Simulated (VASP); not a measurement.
Given:

```yaml
crystal:
  lattice:
    - [1.71038, 0.98749, 6.40350]
    - [-1.71038, 0.98749, 6.40350]
    - [0.00000, -1.97498, 6.40350]
  atoms:
    - { symbol: Ta, position: [0.00002, 0.00002, 0.00002] }
    - { symbol: Se, position: [0.24653, 0.24653, 0.24653] }
    - { symbol: Se, position: [0.42045, 0.42045, 0.42045] }
```

Method: PBEsol GGA, VASP's PBE PAW potentials (set 64) (plane waves; VASP). Numerical set-up: 400 eV cut-off, 12×12×12 Γ-centred mesh, tetrahedra with Blöchl corrections, potentials Ta_pv Se.

Without a dispersion term in the relaxation, distances and binding between the weakly bound layers, chains or molecules are unreliable, and so is what depends on them.  Unless said otherwise, spin-orbit coupling is left out, though it shifts the bands of the heavy elements here.

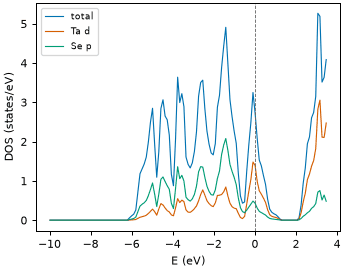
Figure: Total and projected density of states, zero at the Fermi level

Within 2 eV below the Fermi level the largest weight inside VASP's projection spheres is Se p, then Ta d.

It has no gap at this level: it comes out as a metal or semimetal.

The structure comes from a computed database's TaSe2 entry (R3m); how it stands against other phases isn't given here. It was relaxed first, which changed the volume by -8 %. The electron count is odd and the run is not spin-polarised, which forces a metal.
